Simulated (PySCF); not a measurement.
Molecule: SMILES C#C/C=C\[SiH3] (C4H6Si). Atoms near the plane z = 0.0 Å, at the GFN2-xTB optimised geometry (x, y, z in Å): C1 (2.1, 1.1, 0.0), C2 (1.4, 0.2, 0.0), C3 (0.6, -1.0, 0.0), C4 (-0.7, -1.0, 0.0), Si5 (-1.8, 0.5, 0.0), H6 (2.8, 2.0, 0.0), H7 (1.2, -1.9, 0.0), H8 (-1.2, -2.0, 0.0), H10 (-1.1, 1.7, 0.1).

Method: CAM-B3LYP/def2-TZVP (PySCF). Cells within 0.4 Å of a nucleus heavier than hydrogen are left out (blank, or x). The values are rescaled to run from 0 to 1.

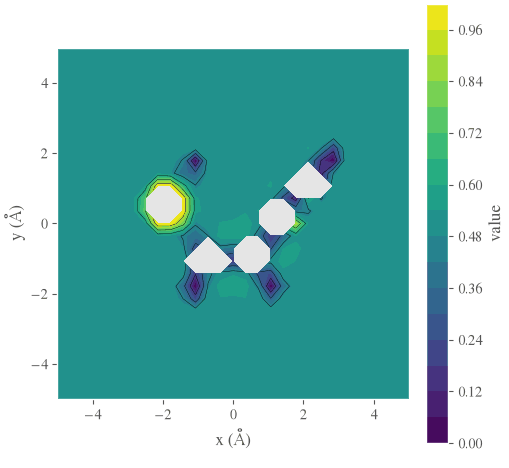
*a field on the plane z = 0.0 Å.*

Which quantity is mapped?
A. log10 of the electron density
B. electrostatic potential
C. Laplacian of the electron density
D. deformation density (molecule minus spherical neutral atoms)

C, Laplacian of the electron density. In full: Laplacian of the electron density (e/bohr⁵), clipped to [-1.50, 1.50].
